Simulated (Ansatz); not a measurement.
# AlOF2 (SMILES [O][Al]([F])[F]): USVWN5/STO-3G

Aim: the vertical electron affinity of AlOF2 at USVWN5/STO-3G, from 2 runs. 

The calculation is run with Ansatz 0.2.0.

**1. The structure to begin with**

The species is AlOF2 (4 atoms), meant as a doublet with charge 0. As SMILES, `[O][Al]([F])[F]`. The shape is that of a PBE0-D4/def2-TZVP optimisation.

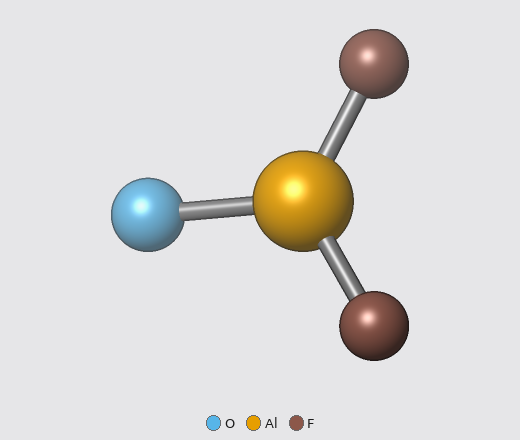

The structure, seen from a chosen angle (oxygen blue, aluminium amber, fluorine brown).

**2. A single-point energy at USVWN5/STO-3G**

molecule.yaml reads:

```yaml
crystal:
  periodic: [false, false, false]
  atoms:
    - {symbol: O, position_ang: [0.682900, -0.910900, 1.260000]}
    - {symbol: Al, position_ang: [-0.000600, 0.004300, -0.032400]}
    - {symbol: F, position_ang: [-1.477200, -0.401600, -0.592500]}
    - {symbol: F, position_ang: [0.850400, 1.247900, -0.655300]}
basis:
  gaussian: {orbitals: STO-3G}
hamiltonian: {xc: {name: SVWN5}}
magnetization: {spin_polarized: true, initial_magnetization: 1}
accuracy: high
```

Started as:

```
$ ansatz run molecule.yaml --threads 1 --pin off --max-ram 2610MiB --events-out events.jsonl --progress --plain --runs-dir runs
```

The program printed:

```text
Warning: RAYON_NUM_THREADS=1 ignored (pool sized by the plan → 1); use --threads N
Functional definition: SVWN5
  name "SVWN5"
  exchange = slater_x
  correlation = vwn5_c
447 factors; integrals over basis functions are off by at most 2.6e-8 eV
mean field evaluation 1: about -13808.5153 eV, gradient 2.0e1 eV
mean field evaluation 2: about -13795.0808 eV, gradient 5.2e1 eV
mean field evaluation 4: about -13811.0267 eV, gradient 1.0e1 eV
mean field evaluation 8: about -13811.7977 eV, gradient 1.3e-1 eV
mean field evaluation 16: about -13811.7979 eV, gradient 2.2e-5 eV
mean field evaluation 32: about -13806.8698 eV, gradient 5.1e0 eV
mean field -13811.79788838 eV, -507.5742104251 hartree, gradient 2.1e-8 eV, S^2 0.753974; 6 other end points of the search recorded, 0 dependent functions left out
reference -13811.79788968 eV, -507.5742104730 hartree; 20, 19 occupied and 4, 5 virtual orbitals, 447 factors
Total energy: -13811.79788968 eV, -507.5742104730 hartree
```

It took 1.8 s on 1 thread of Arm Neoverse V2, shared host; peak memory 0.11 GiB.

**3. The singlet anion at the same level**

in.yaml reads:

```yaml
crystal:
  periodic: [false, false, false]
  atoms:
    - {symbol: O, position_ang: [0.682900, -0.910900, 1.260000]}
    - {symbol: Al, position_ang: [-0.000600, 0.004300, -0.032400]}
    - {symbol: F, position_ang: [-1.477200, -0.401600, -0.592500]}
    - {symbol: F, position_ang: [0.850400, 1.247900, -0.655300]}
basis:
  gaussian:
    orbitals: STO-3G
hamiltonian:
  xc: {name: SVWN5}
accuracy: high
total_charge: -1
```

Started as:

```
$ ansatz run in.yaml --threads 1 --pin off --max-ram 2610MiB --events-out events.jsonl --progress --plain --runs-dir runs
```

The program printed:

```text
Warning: RAYON_NUM_THREADS=1 ignored (pool sized by the plan → 1); use --threads N
[... 4 set-up lines as earlier in the session ...]
447 factors; integrals over basis functions are off by at most 2.6e-8 eV
mean field evaluation 1: about -13800.3307 eV, gradient 3.7e1 eV
mean field evaluation 2: about -13646.1891 eV, gradient 1.5e2 eV
mean field evaluation 4: about -13807.1120 eV, gradient 8.0e0 eV
mean field evaluation 8: about -13807.3191 eV, gradient 2.4e-1 eV
mean field evaluation 16: about -13807.3193 eV, gradient 2.1e-6 eV
mean field -13807.31932790 eV, -507.4096263632 hartree, gradient 1.6e-8 eV, S^2 0.000000; 0 other end points of the search recorded, 0 dependent functions left out
reference -13807.31932922 eV, -507.4096264116 hartree; 20, 20 occupied and 4, 4 virtual orbitals, 447 factors
Total energy: -13807.31932922 eV, -507.4096264116 hartree
```

Run time: 0.7 s. Hardware: 1 thread of Arm Neoverse V2, shared host; peak memory 0.095 GiB.

**4. Results**

Level: USVWN5/STO-3G.

```
                                         quantity          value
                      doublet AlOF2: total energy  -507.57421 Eh
                              doublet AlOF2: ⟨S²⟩          0.754
                      singlet anion: total energy  -507.40963 Eh
vertical electron affinity (to the singlet anion)      -4.479 eV
```

The anion lies 4.48 eV (432 kJ/mol) above the neutral: the electron isn't bound at this level, and such a value depends on the basis. Without diffuse functions anions come out too high. In a minimal basis such a difference can be off by several eV, whatever the method.
